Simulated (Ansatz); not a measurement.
As$_{5}$Ga$_{4}$ (charge −1)

```xyz
9

Ga   -1.2137   -2.6899   -0.4439
Ga    0.4041    2.7930    0.2333
Ga   -1.1057    0.1356    0.2175
Ga    1.9486    0.5455   -0.5215
As   -1.8036    2.4161    0.7021
As    1.0712   -1.2923    0.8019
As    0.9717   -3.4779   -0.2248
As   -2.9817   -1.1922   -0.4796
As    2.7091    2.7621   -0.2849
```

Geometry: PBE-D4/def2-SVP.

Theory: Ansatz 0.2.0, RKS PBE0-D4/def2-SVP.

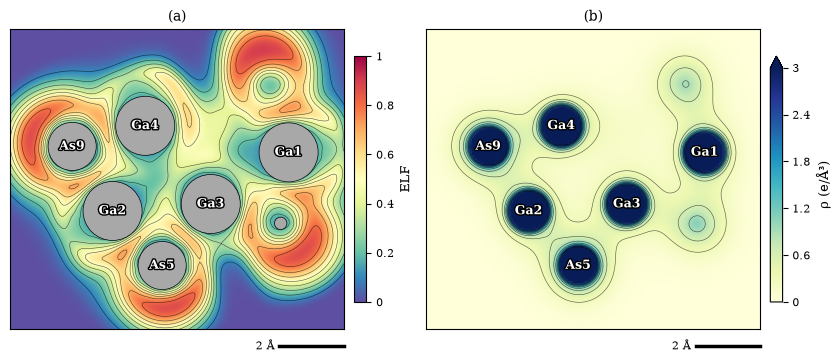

Figure 1. (a) electron localisation function; (b) total electron density on the plane of atoms Ga2, As9 and Ga4. Grey discs cover the atomic cores in the ELF map.

**Describe what can be read from this map.**

Atoms in the plane: Ga and As.
Ga–As (2.29 Å): ρ is about 0.58 e/Å³ halfway; the ELF reaches about 0.60 near the midpoint.
Ga–As (2.36 Å): ρ at the midpoint is about 0.54 e/Å³; the ELF peaks at about 0.65 in the valence shell of As, 1.2 Å from its nucleus, and is about 0.65 at the midpoint.
The ELF also peaks beside As5, As8, As9 and As7, away from the bonds: lone-pair regions.

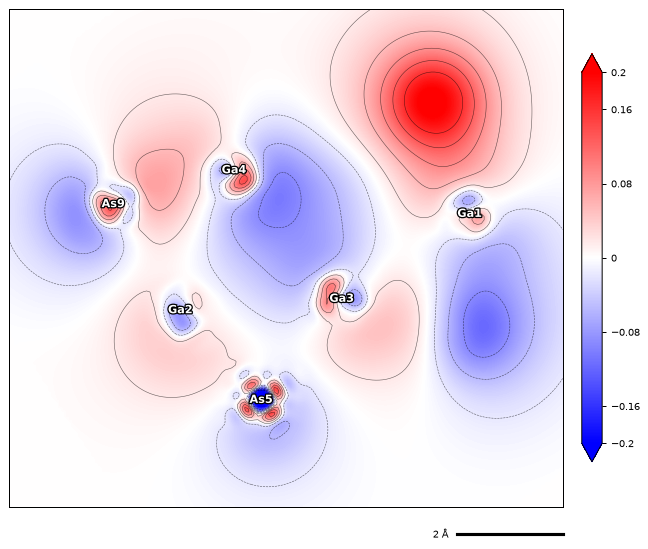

Figure 2. The HOMO−1 on the plane of atoms Ga2, As9 and Ga4 (values in Å⁻³ᐟ²; the overall sign is arbitrary).

**Where does this orbital lie, and at what energy?**

By Hirshfeld shares it lies mainly on As5 (about 25 %), As7 (about 20 %), As9 (about 20 %), Ga1 (about 10 %) and As6 (about 5 %). Its energy is −2.23 eV.

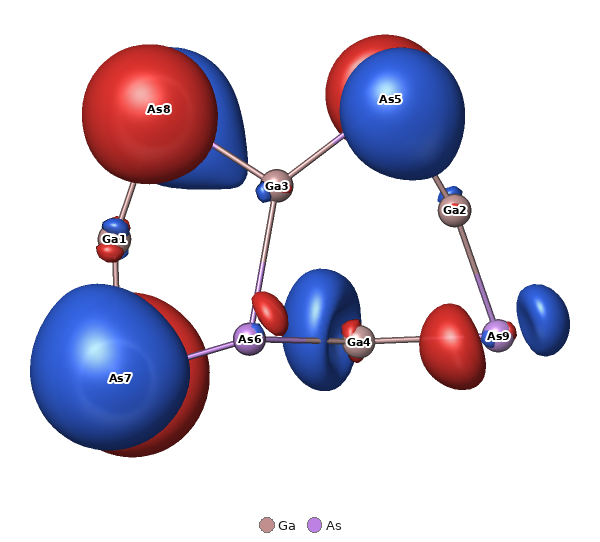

Figure 3. The HOMO at ±0.08 Å⁻³ᐟ² (blue and red are the two phases), seen across its widest extent.

**Where does this orbital lie, and at what energy?**

It lies mainly on As7 (about 35 %), As8 (about 20 %) and As5 (about 15 %). Its energy is −1.89 eV.
